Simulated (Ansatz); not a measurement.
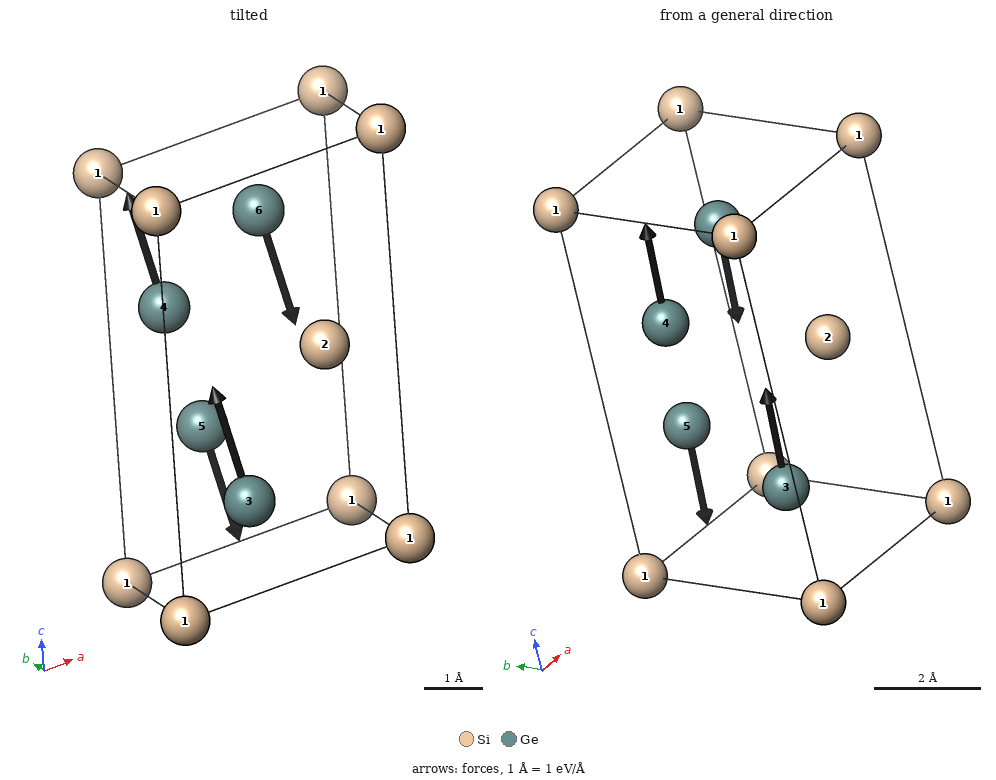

Spheres-only representation of a periodic structure, projected slightly off an axis and from a general direction. Atoms at the boundary of the simulation cell (the box) are drawn once for each face, edge or corner they touch. The arrows are the computed forces on the atoms.

System: SiGe2. Method: DFT, PAW plane waves, r2SCAN in Ansatz 0.2.0; an energy cutoff of 500 eV, k-points on a 6×6×6 grid, Gaussian smearing of 0.02 eV, no spin polarisation.

### Are the forces small enough to call this converged?

No. The atoms still feel forces of up to about 1.7 eV/Å, far above a usual threshold of 0.01 to 0.03 eV/Å.

### Which atom has the biggest force on it?

All Ge atoms, about 1.7 eV/Å.

The picture shows a generated cell, made by putting these elements into a known structure type (the compound may or may not exist in this form); the geometry isn't optimised. Ansatz was used for an electronic-structure calculation on it.
